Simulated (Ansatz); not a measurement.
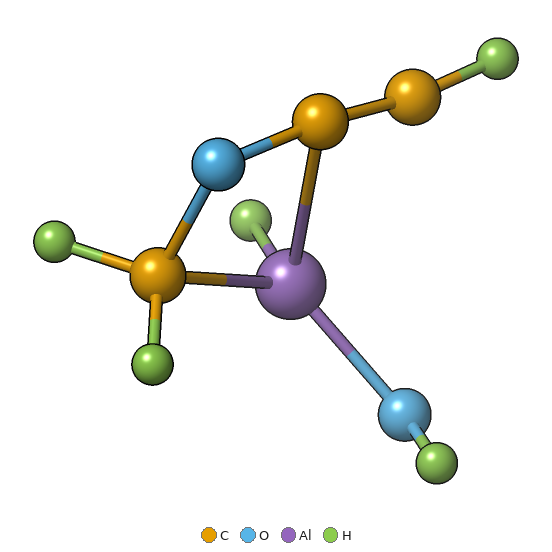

(Drawn from a calculation with Ansatz.)

A ball-and-stick model of a molecule. Every bond is drawn as one stick, whatever its order.

Describe the molecule.

The molecule is C3H5AlO2. This geometry has C1 symmetry. Coordination, clear cases only: 2 O bent; 1 C tetrahedral.
